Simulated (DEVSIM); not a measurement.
System: Pd/La2O3/SiO2/n-Si capacitor, at 300 K.

```
layer (left to right)  material  thickness (nm)  Nd (cm⁻³)
---------------------  --------  --------------  ---------
1                         La2O3            17.0          -
2                          SiO2           0.830          -
3                            Si            4100       2e16
```

Metal gate on the left, work function 5.2 eV. Fixed charge at the semiconductor interface 2.5e10 cm⁻² (in units of +e); no interface traps.

This is a model device: material constants are rounded textbook-type values typed into the input, and sizes, dopings and lifetimes were drawn at random. Values at 300 K.

```csv
parameter,La2O3,SiO2,Si
gap (eV),5.8,9,1.124
affinity (eV),1.8,0.9,4.05
permittivity,27,3.9,11.7
Nc (cm⁻³),-,-,2.86e19
Nv (cm⁻³),-,-,3.1e19
```

Model (solved in DEVSIM): 1D Poisson equation in equilibrium, Boltzmann statistics, complete ionisation; no quantum confinement or tunnelling. Metal contacts follow the ideal Schottky-Mott rule: no Fermi-level pinning, no interface dipoles.

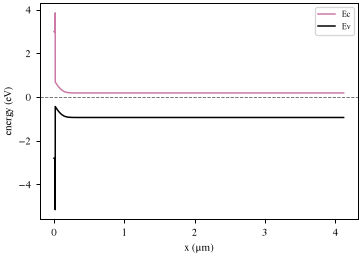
Figure. Band edges at 0.4 V on the gate

Energies count from the Fermi level of the right contact; mesh points crowd at the junctions.

```csv
x (μm),Ec (eV),Ev (eV),n (cm⁻³),p (cm⁻³),field (V/cm)
0.000,3.000,-2.800,< 1e2,< 1e2,-25000
0.001619,2.996,-2.804,< 1e2,< 1e2,-25000
0.004993,2.987,-2.813,< 1e2,< 1e2,-25000
0.01120,2.972,-2.828,< 1e2,< 1e2,-25000
0.01585,2.960,-2.840,< 1e2,< 1e2,-25000
0.01715,3.854,-5.146,< 1e2,< 1e2,-170000
0.01773,3.844,-5.156,< 1e2,< 1e2,-170000
0.02022,0.680,-0.444,1.1e8,1.1e12,-54000
0.02524,0.653,-0.471,3.0e8,3.8e11,-52000
0.03806,0.589,-0.535,3.7e9,3.2e10,-48000
0.07006,0.451,-0.673,7.7e11,1.5e8,-38000
0.1915,0.204,-0.920,1.0e16,11000,-5200
0.4530,0.188,-0.936,2.0e16,5800,≈ 0
1.106,0.188,-0.936,2.0e16,5800,≈ 0
2.926,0.188,-0.936,2.0e16,5800,≈ 0
3.641,0.188,-0.936,2.0e16,5800,≈ 0
3.928,0.188,-0.936,2.0e16,5800,≈ 0
4.040,0.188,-0.936,2.0e16,5800,≈ 0
4.096,0.188,-0.936,2.0e16,5800,≈ 0
4.110,0.188,-0.936,2.0e16,5800,≈ 0
4.115,0.188,-0.936,2.0e16,5800,≈ 0
4.118,0.188,-0.936,2.0e16,5800,≈ 0
```
